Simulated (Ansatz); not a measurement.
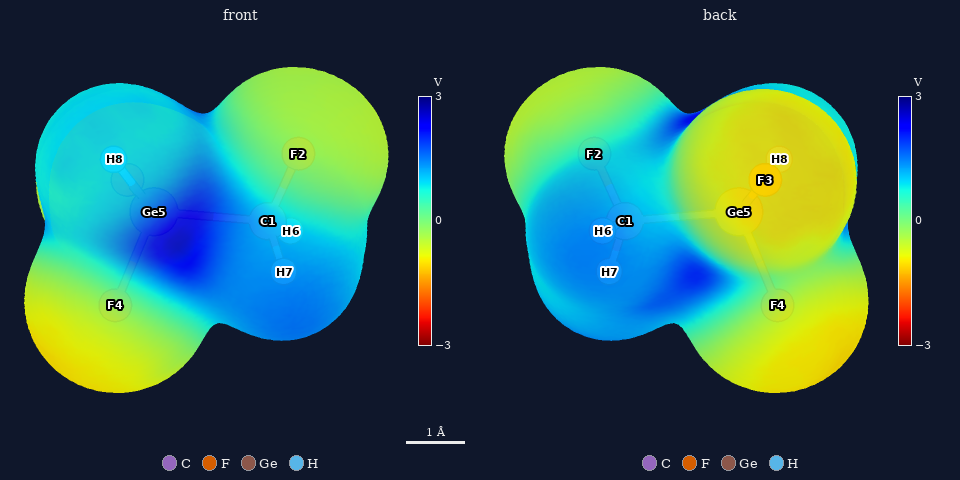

Figure 1: CH₃F₃Ge (SMILES F[CH2][GeH]([F])[F]). The molecular electrostatic potential painted on the density surface at 0.002 e/bohr³, seen from the front and from behind; red is negative and blue positive.

Geometry: PBE-D3(BJ)/def2-SVP.

All numbers below come from Ansatz 0.2.0, isolated molecule in a Gaussian basis; Kohn-Sham density functional theory, functional PBE0.

Input

```
crystal:
  periodic: [false, false, false]
  atoms:
    - {symbol: C, position_ang: [0.041936, -0.360311, 0.460037]}
    - {symbol: F, position_ang: [-0.181182, -0.213502, 1.818406]}
    - {symbol: F, position_ang: [-2.626245, -0.816160, -0.912516]}
    - {symbol: F, position_ang: [-0.498395, -2.424483, -1.666241]}
    - {symbol: Ge, position_ang: [-1.242739, -1.674916, -0.266631]}
    - {symbol: H, position_ang: [-0.101833, 0.611145, -0.061863]}
    - {symbol: H, position_ang: [1.079128, -0.716959, 0.274249]}
    - {symbol: H, position_ang: [-1.763531, -2.781243, 0.677621]}
basis:
  gaussian: {orbitals: def2-TZVPD}
hamiltonian: {xc: {name: PBE0}}
output: {forces: true, orbitals: {seedname: orbitals}}
```

Launched as:

```sh
ansatz run input.yaml --threads 2 --pin off --max-ram 4350MiB --events-out events.jsonl --progress --plain --runs-dir runs
```

**Which sites attract a positive test charge, and which a negative one?**

A positive charge is drawn to the negative regions and a negative charge to the positive ones. The most negative region (about −1.1 V) lies over F3 and F4, the most positive (about +2.4 V) over Ge5.

**How polar is the molecule by this calculation?**

Its dipole moment is 1.88 D.
